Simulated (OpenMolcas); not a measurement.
# Ta⁴⁺ among point charges: CASSCF and CASPT2 levels and susceptibility

How does a field of 5 point charges split the states of Ta⁴⁺, and what χT follows?

Method: state-averaged CASSCF and CASPT2, spin-orbit coupling by RASSI with atomic mean-field integrals. Code: OpenMolcas 26.06.

### 1 What is computed

```
Species                           : Ta⁴⁺ (tantalum, Z = 73, 69 electrons)
Basis                             : ANO-RCC-VDZP [7s6p4d2f1g], 68 functions
Scalar Hamiltonian                : DKH2, point nucleus
Inactive shells                   : 1s 2s 2p 3s 3p 3d 4s 4p 4d 4f 5s 5p
Active space                      : 1 electron in 5 orbitals (5d)
Some configurations of this space : 5d
Orbitals                          : optimised for each spin and parity, averaged over all roots
```

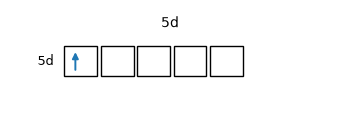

Occupation of the outer shells (arrows by Hund's rule).

The ion sits among 5 point charges of -1 e arranged as a square pyramid (C4v), 1.86 Å from the ion, with the axial distance 1.990 Å.

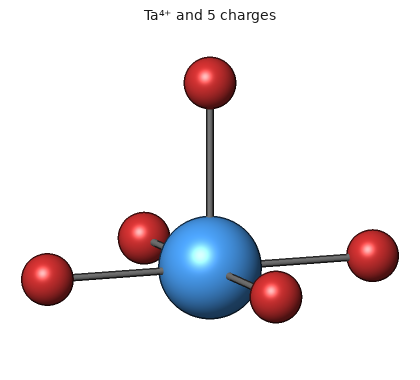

The ion and the point charges (red).

The work runs as a chain of OpenMolcas steps in one folder; each step below is one input file. Labels, J, g values, rates, χT and fits are worked out afterwards by a script from the matrices that RASSI stores.

### 2 GATEWAY and SEWARD: basis and integrals

a.inp reads:

```
&GATEWAY
Coord
1

Ta 0.0 0.0 0.0
Basis=ANO-RCC-VDZP
Group=NoSym
NoMove
AngMom=0.0 0.0 0.0
AMFI
XField
5 Angstrom 0
1.860000 0.000000 0.000000 -1.000000
0.000000 1.860000 0.000000 -1.000000
-1.860000 0.000000 0.000000 -1.000000
0.000000 -1.860000 0.000000 -1.000000
0.000000 0.000000 1.990200 -1.000000
&SEWARD
```

Command:

```console
$ OMP_NUM_THREADS=1 MOLCAS_MEM=1689 MOLCAS_PROJECT=a pymolcas a.inp > a.log
```

Log:

```text
Basis set label: TA.ANO-RCC...7S6P4D2F1G.

      Electronic valence basis set:
      ------------------
      Associated Effective Charge  73.000000 au
      Associated Actual Charge     73.000000 au
      Nuclear Model: Point charge

      Shell  nPrim  nBasis  Cartesian Spherical Contaminant
         s      24       7        X
         p      21       6        X
         d      15       4                 X
         f      11       2                 X
         g       4       1                 X
                  Relativistic Douglas-Kroll-Hess integrals:
                    - DKH order of Hamiltonian: 2
                    - DKH order of Properties : 0
                  Atomic mean-field integrals
```

### 3 CASSCF: doublets, 5 roots

a.inp reads:

```
&RASSCF
FileOrb=start.orb
Symmetry=1
Spin=2
nActEl=1 0 0
Inactive=34
Ras2=5
CIRoot=5 5 1
SDav=5
CIMx=300
Iter=120 100
PrWF=0.3
OrbListing=Nothing
MaxOrb=0
>>> COPY $Project.JobIph JOB001
```

start.orb holds the contracted functions of the basis, ordered by shell, or the orbitals of the step before.

Log (excerpt; [...] marks lines left out):

```text
[...]
      Number of active orbitals                  5
[...]
      Spin quantum number                      0.5
[...]
      Active orbitals                            5
[...]
      Number of CSFs                             5
      Number of root(s) required                 5
[...]
      Convergence after 12 iterations
[...]
      Natural orbitals and occupation numbers for root  1
      sym 1:   0.000000  -0.000000   1.000000   0.000000   0.000000
      Natural orbitals and occupation numbers for root  2
      sym 1:  -0.000000   0.000000  -0.000000   1.000000   0.000000
      Natural orbitals and occupation numbers for root  3
      sym 1:  -0.000000   1.000000   0.000000   0.000000   0.000000
::    RASSCF root number  1 Total energy: -15592.66881016
::    RASSCF root number  2 Total energy: -15592.66687226
::    RASSCF root number  3 Total energy: -15592.66687226
::    RASSCF root number  4 Total energy: -15592.63590541
::    RASSCF root number  5 Total energy: -15592.57650770
```

### 4 RASSI: spin-orbit coupling between the states

a.inp reads:

```
&RASSI
NrOfJobIphs=1 5
1 2 3 4 5
IphNames
JOB001
EJob
SpinOrbit
DIPRint=1.0
SOCoupling=1000.0
Subsets=2
Property=9
'ANGMOM' 1 'ANGMOM' 2 'ANGMOM' 3 'MLTPL  1' 1 'MLTPL  1' 2 'MLTPL  1' 3
'AMFI' 1 'AMFI' 2 'AMFI' 3
SOProperty=3
'ANGMOM' 1 'ANGMOM' 2 'ANGMOM' 3
```

Log (excerpt; [...] marks lines left out):

```text
SPIN-FREE ENERGIES:
  (Shifted by EMIN (a.u.) =     -15592.6688101618)
 SF State       Relative EMIN(au)   Rel lowest level(eV)    D:o, cm**(-1)      L_eff
     1             0.0000000000        0.0000000000              0.0000         1.8
     2             0.0019378976        0.0527328800            425.3194         1.9
     3             0.0019378976        0.0527328800            425.3194         1.9
     4             0.0329047550        0.8953839972           7221.7590         2.0
     5             0.0923024627        2.5116779646          20258.0490         2.0
     Dipole printing threshold changed to   1.00000000E+00
[...]
Eigenvalues of complex Hamiltonian:
   -----------------------------------
  (Shifted by EMIN (a.u.) =     -15592.6688101618)
 SO State       Relative EMIN(au)   Rel lowest level(eV)    D:o, cm**(-1)     J-value
     1            -0.0176473360        0.0000000000              0.0000         1.3
     2            -0.0176473360        0.0000000000              0.0000         1.3
     3             0.0030666370        0.5636559183           4546.1916         1.4
     4             0.0030666370        0.5636559183           4546.1916         1.4
     5             0.0129645130        0.8329908458           6718.5243         2.3
     6             0.0129645130        0.8329908458           6718.5243         2.3
     7             0.0343620862        1.4152484760          11414.7488         1.6
     8             0.0343620862        1.4152484760          11414.7488         1.6
     9             0.0963371126        3.1016748563          25016.6948         1.2
    10             0.0963371126        3.1016748563          25016.6948         1.2
Weights of the five most important spin-orbit-free states for each spin-orbit state.
[...]
```

These steps: 3 s of run time, 1 thread, shared host.

States without spin-orbit coupling:

```tsv
state	degeneracy	E (cm-1)	free-ion L (%)
doublet	1	0	D (100)
doublet	2	425	D (100)
doublet	1	7222	D (100)
doublet	1	20258	D (100)
```

With spin-orbit coupling:

| E (cm-1) | Degeneracy | 2S+1 | g |
| --- | --- | --- | --- |
| 0.0 | 2 | 2 | 0.85 1.39 1.39 |
| 4546 | 2 | 2 | 0.31 0.31 3.52 |
| 6719 | 2 | 2 | 1.15 3.39 3.39 |
| 11415 | 2 | 2 | 0.06 2.42 2.42 |
| 25017 | 2 | 2 | 2.11 2.11 3.58 |

Principal g values are given for doublets only; a zero marks a field direction without first-order Zeeman splitting.

Powder χT (cm³ K/mol): 0.14 at 2 K, 0.14 at 5 K, 0.14 at 10 K, 0.14 at 20 K, 0.14 at 50 K, 0.15 at 100 K, 0.15 at 150 K, 0.15 at 200 K, 0.15 at 250 K, 0.15 at 300 K.

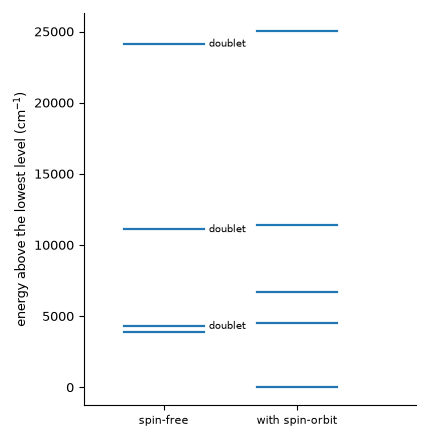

The states in the field without (left) and with (right) spin-orbit coupling.

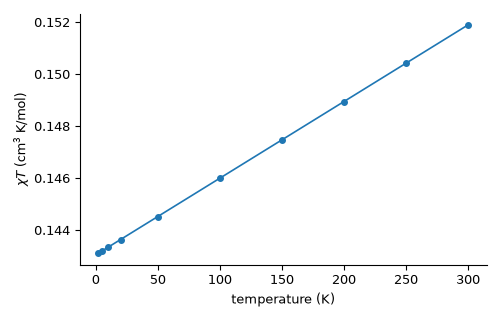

χT against temperature.

Orbitals of the lowest block (energies include the constant potential of the surroundings):

```tsv
shell	space	energy (hartree)	mean occupation	⟨r²⟩ (bohr²)
1s	inactive	-2486.0215	2.000	0.000446
2s	inactive	-432.6459	2.000	0.00729
2p	inactive	-380.5516	6.000	0.00601
3s	inactive	-101.4866	2.000	0.0477
3p	inactive	-85.6042	6.000	0.0483
3d	inactive	-66.3416	10.000	0.0404
4s	inactive	-21.9915	2.000	0.238
4p	inactive	-16.6580	6.000	0.270
4d	inactive	-9.5584	10.000	0.318
4f	inactive	-1.6646	14.000	0.491
5s	inactive	-3.3486	2.000	1.38
5p	inactive	-1.8982	6.000	1.83
5d	RAS2		1.000	4.23
```

### 5 CASPT2: IPEA 0.25, imaginary shift 0.1 (closed shells correlated: 4f 5s 5p)

a.inp reads:

```
>>> COPY JOB001 $Project.JobIph
&CASPT2
Multistate=5 1 2 3 4 5
NoMult
Frozen=23
IPEA=0.25
Imaginary=0.1
MaxIter=60
WThr=0.0 0.3 0.05
PrWF=0.5
NoMix
```

Command:

```console
$ OMP_NUM_THREADS=1 MOLCAS_MEM=1689 MOLCAS_PROJECT=a pymolcas a.inp > a.log
```

Log:

```text
Orbital specifications:
      -----------------------

      Symmetry species                           1
                                                 a
      Frozen orbitals                           23
      Inactive orbitals                         11
      Active orbitals                            5
      Secondary orbitals                        29
      Deleted orbitals                           0
      Number of basis functions                 68
Type of calculation                        SS-CASPT2
      Fock operator                              state-specific
      IPEA shift                                 0.25
      Real shift                                 0.00
      Imaginary shift                            0.10
      The input orbitals will be transformed to quasi-canonical
Reference energy:      -15592.6688101618
      E2 (Non-variational):      -0.8296426176
      Shift correction:          -0.0001283388
      E2 (Variational):          -0.8297709564
      Total energy:          -15593.4985811182
      Residual norm:              0.0000005977
      Reference weight:           0.91702
      Contributions to the CASPT2 correlation energy
      Active & Virtual Only:          0.0000000004
      One Inactive Excited:          -0.0396918469
      Two Inactive Excited:          -0.7899507712
Reference energy:      -15592.6668722642
      E2 (Non-variational):      -0.8284531598
      Shift correction:          -0.0001255644
      E2 (Variational):          -0.8285787242
      Total energy:          -15593.4954509884
      Residual norm:              0.0000004539
      Reference weight:           0.91756
      Contributions to the CASPT2 correlation energy
      Active & Virtual Only:         -0.0000000000
      One Inactive Excited:          -0.0413047461
      Two Inactive Excited:          -0.7871484137
::    CASPT2 Root  1     Total energy: -15593.49858112
::    CASPT2 Root  2     Total energy: -15593.49545099
::    CASPT2 Root  3     Total energy: -15593.49544795
::    CASPT2 Root  4     Total energy: -15593.46467214
::    CASPT2 Root  5     Total energy: -15593.40621620
```

Time for this run: 1.9 s (1 thread, shared host).

SS-CASPT2: lowest energy less the reference's lowest, -0.8298 hartree; reference weights 0.917 to 0.918.

States without spin-orbit coupling:

```tsv
state	degeneracy	E (cm-1)	free-ion L (%)
doublet	1	0	D (100)
doublet	2	687	D (100)
doublet	1	7442	D (100)
doublet	1	20272	D (100)
```

With spin-orbit coupling:

| E (cm-1) | Degeneracy | 2S+1 | g |
| --- | --- | --- | --- |
| 0 | 2 | 2 | 0.89 1.36 1.36 |
| 4650 | 2 | 2 | 0.31 0.31 3.51 |
| 6680 | 2 | 2 | 1.11 3.36 3.36 |
| 11490 | 2 | 2 | 0.09 2.42 2.42 |
| 24890 | 2 | 2 | 2.11 2.11 3.60 |

Powder χT (cm³ K/mol): 0.14 at 2 K, 0.14 at 5 K, 0.14 at 10 K, 0.14 at 20 K, 0.14 at 50 K, 0.14 at 100 K, 0.15 at 150 K, 0.15 at 200 K, 0.15 at 250 K, 0.15 at 300 K.

### 6 The methods side by side

A. CASSCF
B. SS-CASPT2, IPEA 0.25, imaginary shift 0.1 (closed shells correlated: 4f 5s 5p)

```tsv
method	ground state	first state of that spin (cm-1)	first gap with spin-orbit (cm-1)	χT at 300 K
A	doublet	doublet 425.3	4546.2	0.15
B	doublet	doublet 687.3	4647.4	0.15
```

### 7 Results

| quantity | value |
| --- | --- |
| method | SS-CASPT2, IPEA 0.25, imaginary shift 0.1 (closed shells correlated: 4f 5s 5p) |
| spin-free ground state | doublet, 1-fold in its orbital part |
| first state of the same spin within the active space | doublet at 687 cm⁻¹ |
| lowest level | 2-fold, g = 0.89, 1.36, 1.36 |
| next level | 4647.4 cm⁻¹ |
| χT at 300 K | 0.15 cm³ K/mol |
| effective moment at 300 K | 1.09 μB |

Cost by method:

```tsv
method	time of its own steps	time with the reference
A. CASSCF	3 s	3 s
B. SS-CASPT2, IPEA 0.25, imaginary shift 0.1, +4f 5s 5p	1.9 s	5 s
```

Times are of one thread on a shared host.

In words: The spin-free ground state (doublet) comes to 100 % from free-ion D terms and keeps the highest spin of the shell. χT at 300 K is 0.15, against 0.38 cm³ K/mol for the spin alone, so orbital moment lowers it. The field of point charges can differ much from that of real complexes. Point charges carry no covalency, so the field is a model and not that of real ligands.
